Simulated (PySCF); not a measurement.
**SiH3OF (SMILES O[SiH2]F) at BLYP/aug-cc-pVDZ**

Aim: the energy change on altering one bond length of SiH3OF at BLYP/aug-cc-pVDZ, from 2 runs. The job is set up through a Python script.

The results are computed with PySCF 2.14.0.

1 further run of the same task is left out (set aside as unsound or not needed).

## (1) The structure to begin with

The species is SiH3OF (6 atoms), meant as a singlet with charge 0. As SMILES, `O[SiH2]F`. The shape is that of a PBE0-D4/def2-TZVP optimisation. This is one conformer, not always the lowest.

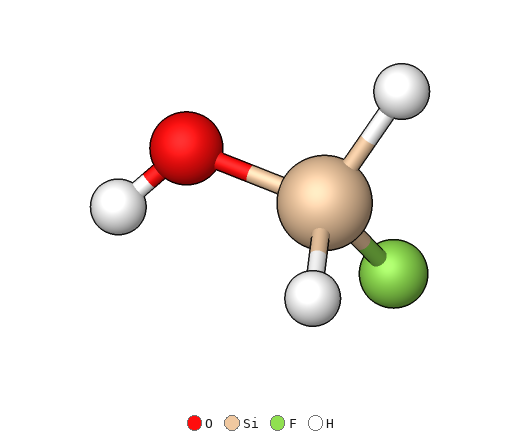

The structure, seen from a chosen angle (oxygen red, silicon light orange, fluorine green, hydrogen white).

## (2) The energy at BLYP/aug-cc-pVDZ

Input file start.xyz:

```xyz
6

O     -0.853500    -0.209200    -0.924100
Si     0.378300    -0.009300     0.123900
F      0.180800    -0.922800     1.417800
H     -1.714200     0.150200    -0.705600
H      1.595600    -0.458500    -0.575800
H      0.455100     1.385600     0.617600
```

Input file calc.py:

```python
from pyscf import gto, dft

system = gto.M(
    atom='start.xyz',
    verbose=3,
    charge=0,
    max_memory=1860,
    basis='aug-cc-pvdz',
)

ks = dft.RKS(system, xc='blyp')
ks.grids.level = 5
ks.conv_tol = 1e-10
ks.kernel()
if not ks.converged:
    ks = ks.newton().run(ks.mo_coeff, ks.mo_occ)

e_final = ks.e_tot
print('E(%s) = %.9f' % ('BLYP', e_final))
```

Run with:

```console
$ OMP_NUM_THREADS=1 python calc.py
```

What it wrote:

```text
converged SCF energy = -466.446485395091
E(BLYP) = -466.446485395
```

It took 15 s on 1 thread of Arm Neoverse V2, shared host; peak memory 0.5 GiB.

## (3) The distorted shape at the same level

Input file calc.py:

```python
from pyscf import gto, dft

mol = gto.Mole()
mol.atom = [
    ('O', (-1.038240, -0.239180, -1.081274)),
    ('Si', (0.378300, -0.009300, 0.123900)),
    ('F', (0.180800, -0.922800, 1.417800)),
    ('H', (-1.898940, 0.120220, -0.862774)),
    ('H', (1.595600, -0.458500, -0.575800)),
    ('H', (0.455100, 1.385600, 0.617600)),
]
mol.verbose = 3
mol.basis = 'aug-cc-pvdz'
mol.max_memory = 1860
mol.charge = 0
mol.build()

calc0 = dft.RKS(mol, xc='blyp')
calc0.conv_tol = 1e-10
calc0.grids.level = 5
calc0.kernel()
if not calc0.converged:
    calc0 = calc0.newton().run(calc0.mo_coeff, calc0.mo_occ)

e_tot = calc0.e_tot
print('E(%s) = %.9f' % ('BLYP', e_tot))
```

Run with:

```console
$ OMP_NUM_THREADS=1 python calc.py
```

What it wrote:

```text
converged SCF energy = -466.436834842823
E(BLYP) = -466.436834843
```

Wall time 15 s (1 thread of Arm Neoverse V2, shared host); peak memory 0.5 GiB.

## (4) What came out

Level: BLYP/aug-cc-pVDZ.

| quantity | value |
| --- | --- |
| first shape: total energy | -466.44649 Eh |
| first shape: dipole moment | 1.53 D |
| first shape: HOMO energy | -7.78 eV |
| first shape: LUMO energy | -1.06 eV |
| first shape: HOMO–LUMO gap | 6.73 eV |
| distorted shape: total energy | -466.43683 Eh |
| distorted shape: dipole moment | 1.43 D |
| distorted shape: HOMO energy | -7.26 eV |
| distorted shape: LUMO energy | -1.25 eV |
| distorted shape: HOMO–LUMO gap | 6.01 eV |
| energy change with the O1–Si2 bond stretched from 1.630 to 1.874 Å | 0.263 eV |

What this shows: With the O1–Si2 bond stretched from 1.630 to 1.874 Å the energy rises by 0.26 eV (25.3 kJ/mol). The first shape isn't relaxed at this level, so the change isn't measured from a minimum. Mulliken charges (distorted shape) run from -0.54 on F3 to +0.39 on H5; in a basis this large or diffuse they mean little.
